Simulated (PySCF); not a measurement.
# C6H10FNSi2: what the fields show

```xyz
20

N    -2.3294   -2.0347    1.2998
C    -2.0373   -1.3444    0.4344
C    -1.6199   -0.4857   -0.6305
Si   -0.0193   -1.1951   -1.4497
C     1.1126    0.1281   -0.6653
Si    2.8163   -0.4423   -0.0308
C     0.2520    0.7529    0.4480
C    -1.1549    0.8263   -0.0582
C    -1.8716    1.9360   -0.0812
F    -3.1200    1.9768   -0.5937
H    -2.4605   -0.3492   -1.3129
H    -0.1273   -1.0999   -2.9060
H     0.2229   -2.5654   -1.0057
H     1.2829    0.9007   -1.4226
H     2.6239   -1.4817    0.9799
H     3.5775   -0.9569   -1.1692
H     3.5129    0.7034    0.5607
H     0.6227    1.7358    0.7426
H     0.2690    0.1082    1.3323
H    -1.5578    2.8978    0.2958
```

Geometry: GFN2-xTB.

The calculation used PySCF 2.14.0, PBE0/pcSseg-1, SCF density, gas phase, non-relativistic.

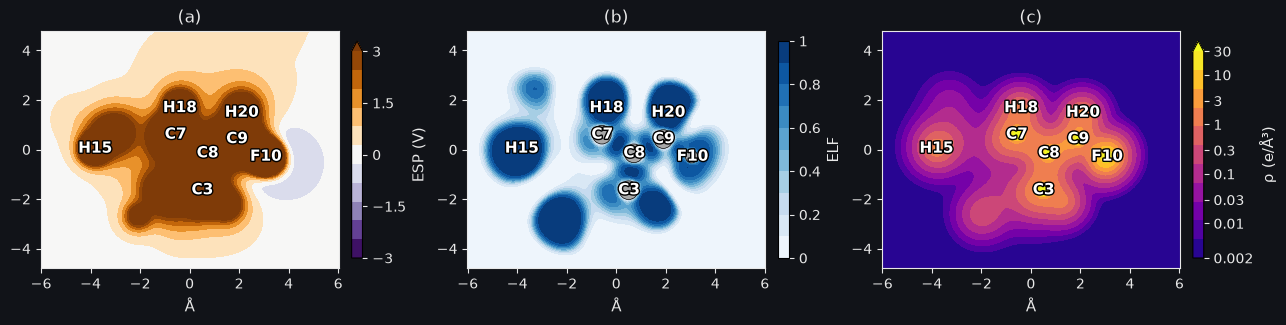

Figure 1. (a) electrostatic potential; (b) ELF; (c) electron density on the plane of atoms F10, C9 and H20. Grey discs cover the atomic cores in the ELF map.

Question: Describe what can be read from this map.

Answer: Atoms in the plane: C, F and H. C–C (1.32 Å): the density is about 2.4 e/Å³ at the midpoint; the ELF peaks at about 0.90 between the atoms; a short, multiple covalent bond. C–F (1.35 Å): the density is about 2.2 e/Å³ at the midpoint, with its minimum of 1.7 e/Å³ about 0.5 Å from C; the ELF peaks at about 0.85 between the atoms (a shared but strongly polarised pair). C–H (1.08 Å): ρ is about 2.1 e/Å³ halfway; the ELF climbs to about 1 towards the hydrogen, as it does in any bond to H; a covalent bond by its length. C–C (1.50 Å): the density is about 1.7 e/Å³ at the midpoint; the ELF peaks at about 0.95 between the atoms: a shared electron pair. The ELF also peaks beside F10, away from the bonds: lone-pair regions. Outside the dense part of the molecule the potential is most negative (−0.6 V) near F10.

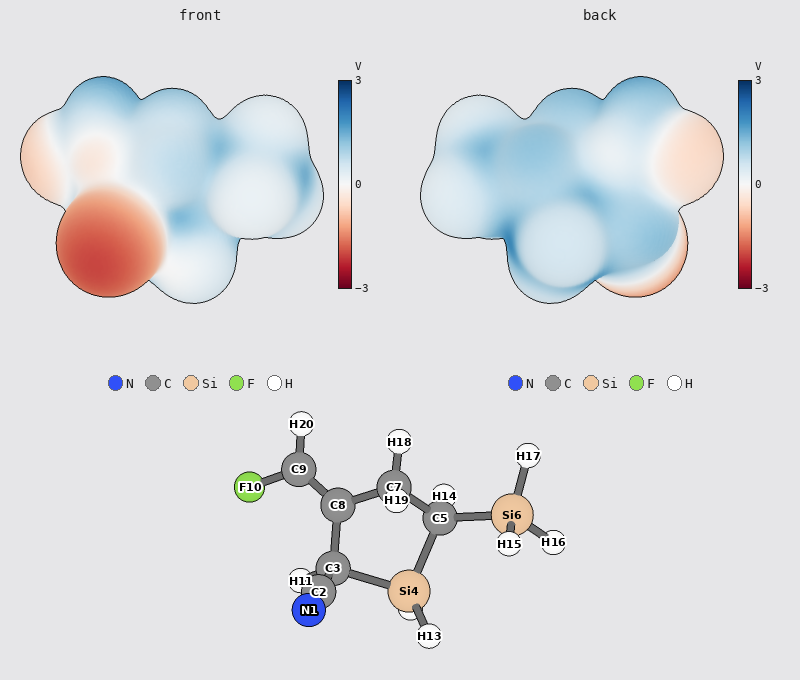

Figure 2. The electrostatic potential painted on the density surface at 0.002 e/bohr³, seen from the front and from behind; red is negative and blue positive. The bare structure is drawn below in the same view.

Question: Describe the electrostatic potential map.

Answer: The most negative region (about −2.0 V) lies over N1, the most positive (about +1.6 V) over Si4. N1 is the likeliest acceptor of a hydrogen bond.

Question: What dipole moment does the calculation give?

Answer: Its dipole moment is 4.66 D.
